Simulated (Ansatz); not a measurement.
**CH7NOSi: density, localisation and related maps**

The calculation's input:

```
crystal:
  periodic: [false, false, false]
  atoms:
    - { symbol: Si, position_ang: [0.0, 0.0, 0.0] }
    - { symbol: "N", position_ang: [0.0, 0.0, 1.82] }
    - { symbol: H, position_ang: [-0.877, -0.2713, 2.35] }
    - { symbol: H, position_ang: [0.877, 0.2713, 2.35] }
    - { symbol: O, position_ang: [1.5842, 0.0, -0.5594] }
    - { symbol: C, position_ang: [2.3503, -1.1632, -0.836] }
    - { symbol: H, position_ang: [1.7187, -1.9052, -1.3675] }
    - { symbol: H, position_ang: [3.2179, -0.8926, -1.4733] }
    - { symbol: H, position_ang: [2.7141, -1.6023, 0.1163] }
    - { symbol: H, position_ang: [-0.6877, 1.1914, -0.4862] }
    - { symbol: H, position_ang: [-0.6877, -1.1914, -0.4862] }
basis:
  gaussian: { orbitals: "6-31G*" }
hamiltonian:
  xc: b3lyp
  dispersion: d4
relax:
  f_tol: 0.02
  max_steps: 40
output:
  orbitals: {}
```

Command:

```sh
ansatz run input.yaml --threads 1 --pin off --max-ram 2048MiB --backend cpu --events-out ev --progress --plain --runs-dir out
```

The fields are those of the run's last geometry, not of the input's.

Method: Ansatz 0.2.0, RKS B3LYP-D4/6-31G*.

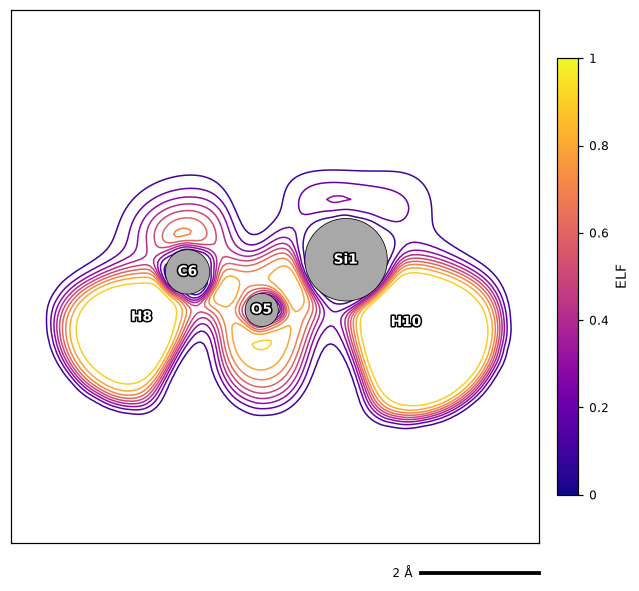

Figure 1. ELF on the plane of atoms O5, Si1 and H10. Grey discs cover the atomic cores.

**Read the bonding off the picture.**

- The section cuts through Si, O, C and H sites.
- C–O (1.42 Å): the ELF peaks at about 0.90 between the atoms, as expected for a shared but strongly polarised pair.
- Si–O (1.67 Å): the ELF peaks at about 0.90 between the atoms: a shared but strongly polarised pair.
- C–H (1.09 Å): the ELF climbs to about 1 towards the hydrogen, as it does in any bond to H; an ordinary covalent bond to hydrogen.
- Si–H (1.48 Å): the ELF climbs to about 1 towards the hydrogen.
- The ELF also peaks beside O5, away from the bonds: lone-pair regions.

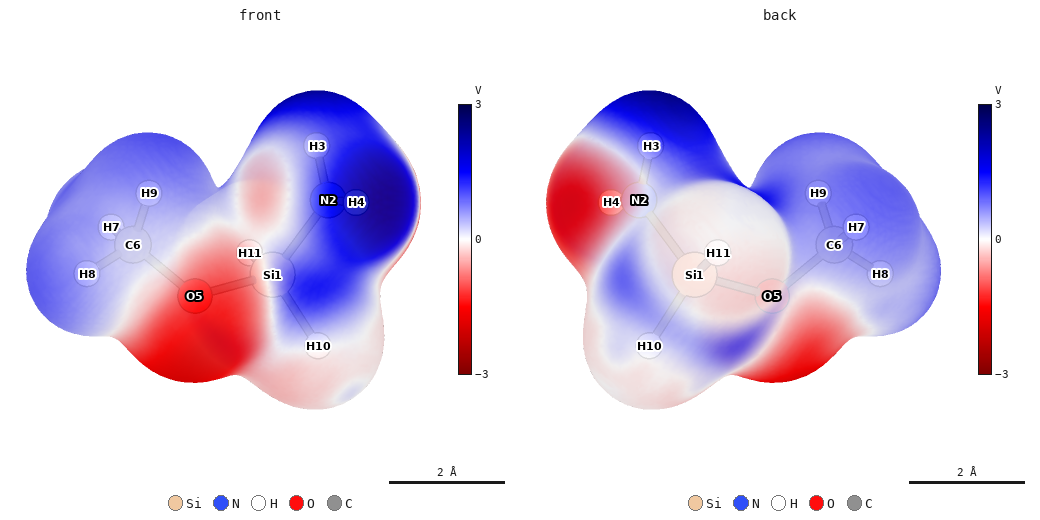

Figure 2. The molecular electrostatic potential painted on the density surface at 0.004 e/bohr³, seen from the front and from behind; the colour scale runs from red (negative) to blue (positive).

**Where is the surface potential most negative and most positive?**

The most negative region (about −1.8 V, or −42 kcal/mol for a unit charge) lies over O5, the most positive (about +2.3 V, or +53 kcal/mol for a unit charge) over H3 and H4. O5 is the likeliest acceptor of a hydrogen bond.

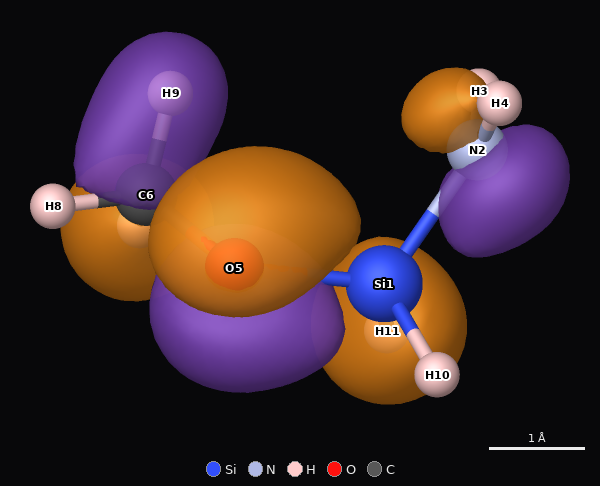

Figure 3. The HOMO−1 at ±0.1 Å⁻³ᐟ² (orange and purple are the two phases), seen across its widest extent.

**Where does this orbital lie, and at what energy?**

It lies mainly on O5 (about 55 %), C6 (about 10 %), H11 (about 5 %), N2 (about 5 %) and H7 (about 5 %). Its energy is −7.63 eV.
